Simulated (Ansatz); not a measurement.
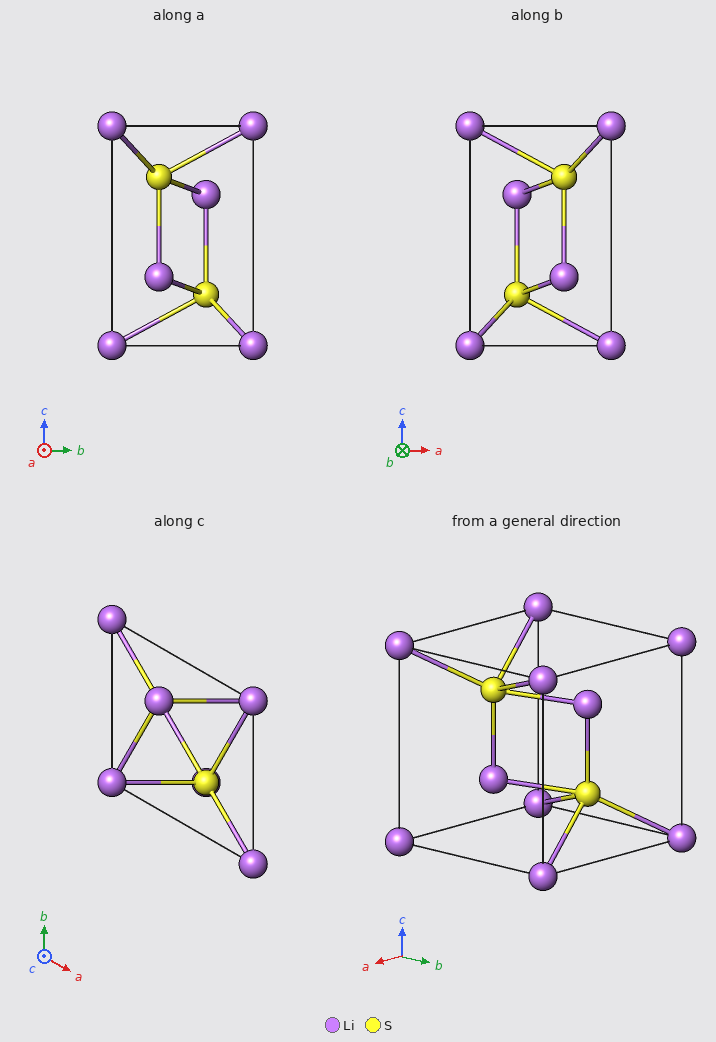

The figure gives a ball-and-stick picture of the atoms, viewed along the a axis, along the b axis, along the c axis and from a general direction. Lines trace the edges of the conventional unit cell.

Lattice parameters: a = 4.084 Å, b = 4.084 Å, c = 5.500 Å, α = 90.00°, β = 90.00°, γ = 120.00°.

Bond cut-offs: Li–S up to 3.02 Å (cut-off distances).

What is the chemical formula?

Answer. Li₃S₂. The cell holds 3 Li, 2 S, counting shared atoms by their share.

Name the space group.

Answer. P-3m1 (No. 164), with Li on 1a, Li on 2d and S on 2d.

The cell started as a textbook structure type filled with these elements (whether it is the usual form wasn't checked). Earlier steps of the study may have refined or changed the cell and positions. It was the input of a calculation with Ansatz.
